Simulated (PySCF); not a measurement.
**One shape, several levels: doublet [BF3]−**

Aim: a comparison of 6 runs (U-r2SCAN/aug-cc-pVDZ, UB3LYP/aug-cc-pVDZ, UM06-2X/aug-cc-pVDZ, UPBE/aug-cc-pVDZ, UPBE0/aug-cc-pVDZ, USVWN5/aug-cc-pVDZ) of doublet [BF3]−. Input form: a Python script.

The calculation is run with PySCF 2.14.0.

1 further run of the same task is left out (set aside as unsound or not needed).

**1. Starting point**

[BF3]−: 4 atoms, total charge -1, spin state doublet. As SMILES of the parent species, `FB(F)F`. The shape is that of a PBE0-D4/def2-TZVP optimisation. That shape belongs to the parent species and isn't relaxed for this state.

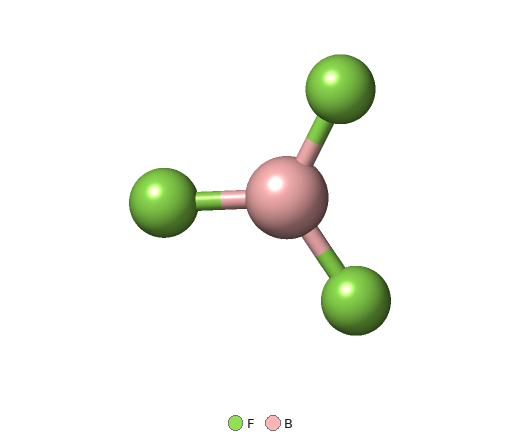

Viewed from a chosen angle; fluorine green, boron pink.

**2. The energy at U-r2SCAN/aug-cc-pVDZ (run 1)**

Input file geometry.xyz:

```xyz
4
BF3
F      0.543870     0.210740     1.174280
B      0.000020     0.000000     0.000010
F     -0.265170    -1.223510    -0.389620
F     -0.278730     1.012770    -0.784660
```

Input file job.py:

```python
from pyscf import gto, dft

mol = gto.Mole()
mol.atom = 'geometry.xyz'
mol.verbose = 4
mol.max_memory = 1860
mol.basis = 'aug-cc-pvdz'
mol.charge = -1
mol.spin = 1
mol.build()

mf = dft.UKS(mol, xc='r2scan')
mf.grids.level = 5
mf.conv_tol = 1e-10
mf.kernel()
if not mf.converged:
    mf = mf.newton().run(mf.mo_coeff, mf.mo_occ)

e_tot = mf.e_tot
print(f'total energy: {e_tot:.8f} hartree')
```

The run is started by

```bash
$ OMP_NUM_THREADS=1 python job.py
```

Log:

```text
PySCF version 2.14.0

[... 56 lines left out ...]
[... the frontier-level lines of each cycle are left out ...]
[... 3 lines left out ...]
[... 3 lines left out ...]
[... 38 lines left out ...]
converged SCF energy = -324.420786159474  <S^2> = 0.75021317  2S+1 = 2.0002132
total energy: -324.42078616 hartree
```

Wall time 43 s (1 thread of Arm Neoverse V2, shared host); peak memory 0.51 GiB.

**3. The energy at UB3LYP/aug-cc-pVDZ (run 2)**

Input file input.py:

```python
from pyscf import gto, dft

mol = gto.M(
    atom=[
    ('F', (0.543870, 0.210740, 1.174280)),
    ('B', (0.000020, -0.000000, 0.000010)),
    ('F', (-0.265170, -1.223510, -0.389620)),
    ('F', (-0.278730, 1.012770, -0.784660)),
],
    max_memory=1860,
    spin=1,
    charge=-1,
    basis='aug-cc-pvdz',
    verbose=3,
)

mf = dft.UKS(mol)
mf.xc = 'b3lyp'
mf.conv_tol = 1e-10
mf.grids.level = 5
mf.kernel()
if not mf.converged:
    mf = mf.newton().run(mf.mo_coeff, mf.mo_occ)

etot = mf.e_tot
print('E(%s) = %.9f' % ('B3LYP', etot))
```

The run is started by

```bash
$ OMP_NUM_THREADS=1 python input.py
```

Log:

```text
converged SCF energy = -324.567281420295  <S^2> = 0.75007001  2S+1 = 2.00007
E(B3LYP) = -324.567281420
```

It took 20 s on 1 thread of Arm Neoverse V2, shared host; peak memory 0.46 GiB.

Runs 3 to 5 aren't shown in full; the table further down has their settings and results.

**4. The energy at USVWN5/aug-cc-pVDZ (run 6)**

Input file input.py:

```python
from pyscf import gto, dft

system = gto.M(
    atom='''
F      1.027765     0.398241     2.219068
B      0.000038     0.000000     0.000019
F     -0.501099    -2.312099    -0.736275
F     -0.526723     1.913858    -1.482793
''',
    unit='bohr',
    spin=1,
    charge=-1,
    verbose=3,
    basis='aug-cc-pvdz',
    max_memory=1860,
)

mf = dft.UKS(system, xc='svwn')
mf.conv_tol = 1e-10
mf.grids.level = 5
mf.kernel()
if not mf.converged:
    mf = mf.newton().run(mf.mo_coeff, mf.mo_occ)

energy = mf.e_tot
print('E = %.10f Eh' % energy)
```

The run is started by

```bash
$ OMP_NUM_THREADS=1 python input.py
```

Log:

```text
converged SCF energy = -322.40040267288  <S^2> = 0.7501968  2S+1 = 2.0001968
E = -322.4004026729 Eh
```

Run time: 12 s. Hardware: 1 thread of Arm Neoverse V2, shared host; peak memory 0.32 GiB.

**5. All runs side by side**

```csv
run,level,energy (Eh),HOMO energy (eV),LUMO energy (eV),⟨S²⟩,wall time
1,U-r2SCAN/aug-cc-pVDZ,-324.420786,2.33,2.71,0.750,43 s
2,UB3LYP/aug-cc-pVDZ,-324.567281,2.08,3.03,0.750,20 s
3,UM06-2X/aug-cc-pVDZ,-324.457550,1.72,3.46,0.751,47 s
4,UPBE/aug-cc-pVDZ,-324.241940,2.32,2.66,0.750,18 s
5,UPBE0/aug-cc-pVDZ,-324.243343,1.97,2.97,0.750,20 s
6,USVWN5/aug-cc-pVDZ,-322.400403,2.27,2.70,0.750,12 s
```

**6. Summary of results**

```
                                 quantity          value
                      run 6: total energy  -322.40040 Eh
run 6: HOMO energy (highest over α and β)        2.27 eV
 run 6: LUMO energy (lowest over α and β)        2.70 eV
                              run 6: ⟨S²⟩          0.750
```

In words: Totals of different functionals can't be ranked against each other. In runs 1, 2, 3, 4, 5, 6 the HOMO lies above zero, so the outermost electron may be held by the basis alone. All runs together took 2.7 min, the longest 47 s.
